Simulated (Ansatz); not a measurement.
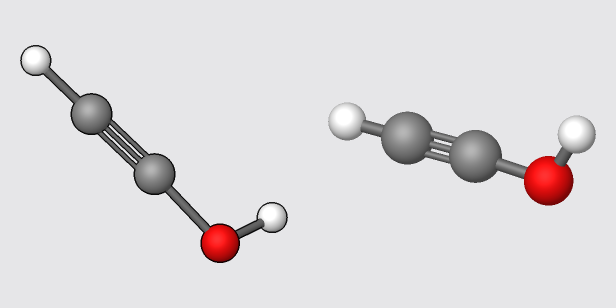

Two views of one molecule. Colours: carbon grey, oxygen red, hydrogen white.

The computed structure is the end point of a PBE0-D4/def2-TZVP optimisation.

**What is the molecular formula?**

C₂H₂O, 5 atoms: 2 carbon, 2 hydrogen and 1 oxygen.

**What is its SMILES?**

C#CO

**How many bonds of each kind are drawn?**

1 C–C, 1 C–O, 1 C–H, 1 O–H.

The parts below concern this one geometry. Atoms keep their numbers from picture to picture.

**Geometry**

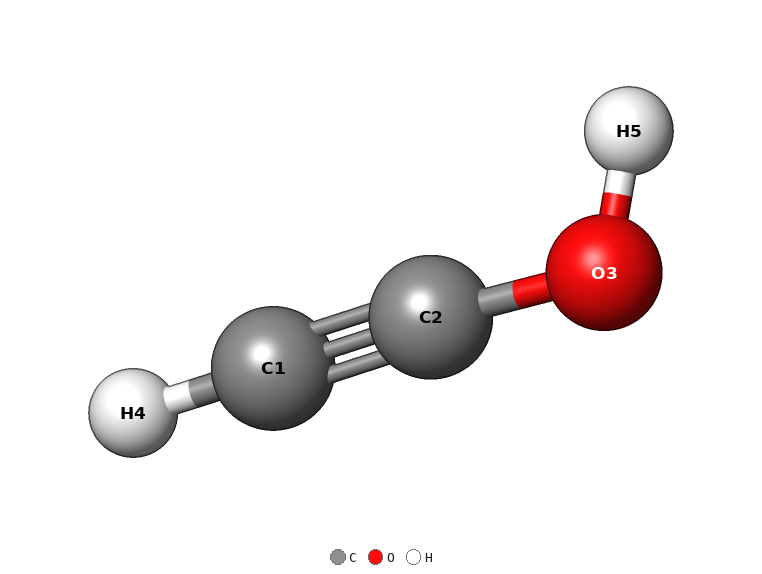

The atoms are numbered.

What are the angles C2–C1–H4, C1–C2–O3, C2–O3–H5?

```csv
angle,degrees
C2–C1–H4,179.7
C1–C2–O3,176.6
C2–O3–H5,110.2
```

**Vibrations**

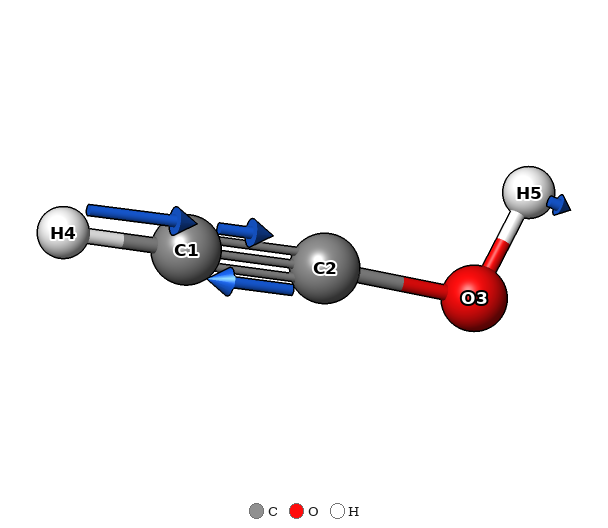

The arrows show one normal mode. Harmonic vibrations computed with RKS PBE0-D4/def2-TZVP (Ansatz 0.2.0) at a stationary point of the same level.

**At what wavenumber does it lie?**

2303 cm⁻¹; it is mode 7 of 9 counted from the lowest.

**Levels of theory compared**

Program: Ansatz 0.2.0.

Compare HOMO energy (eV), dipole (D) at these levels: B3LYP-D4/def2-TZVPP; PBE-D4/def2-TZVPP; r2SCAN-D4/def2-TZVPP; ωB97M-V/def2-TZVPP.

```
               level  HOMO energy (eV)  dipole (D)
 B3LYP-D4/def2-TZVPP             −7.06        1.72
   PBE-D4/def2-TZVPP             −5.97        1.75
r2SCAN-D4/def2-TZVPP             −6.21        1.76
  ωB97M-V/def2-TZVPP             −9.57        1.71
```

**Charges**

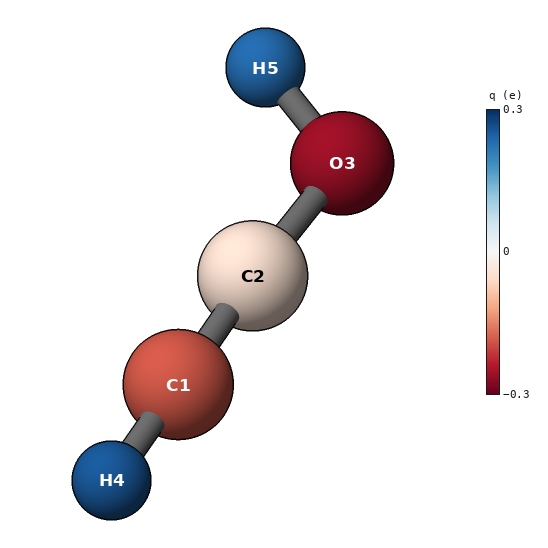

Atoms are coloured by their Mulliken charges. Method: RKS B3LYP-D4/def2-TZVPP (Ansatz 0.2.0).

List the Mulliken charges.

| atom | value (e) |
| --- | --- |
| C1 | −0.18 |
| C2 | −0.05 |
| O3 | −0.25 |
| H4 | 0.25 |
| H5 | 0.23 |

**Thermal motion**

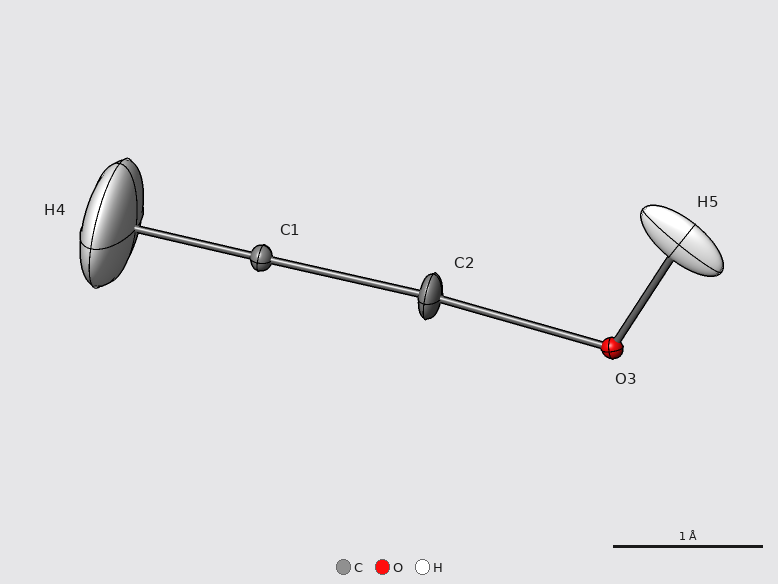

Displacement ellipsoids at the 50 % level, enlarged 1.5 times, from the internal vibrations of the free molecule (harmonic, no overall translation or rotation; no half-axis is drawn under 0.075 Å). Vibrations computed with RKS PBE0-D4/def2-TZVP (Ansatz 0.2.0). Temperature: 600 K.

**Which atom moves most?**

H4, with U_eq = 0.0290 Å².

**Does H5 move more along its bond or across it?**

Across it: the root-mean-square amplitude is 0.069 Å along the bond and up to 0.146 Å across, since bending and torsion are softer than stretching.

Give the displacement parameters, one line for each set of equivalent atoms.

```tsv
atom	U_eq (Å²)	rms amplitudes (Å)
C1	0.0013	0.026, 0.040, 0.042
C2	0.0033	0.022, 0.066, 0.070
O3	0.00057	0.022, 0.023, 0.026
H4	0.0290	0.073, 0.189, 0.214
H5	0.0090	0.033, 0.068, 0.146
```

Mulliken values depend strongly on the basis set and can even reverse the polarity of a bond.
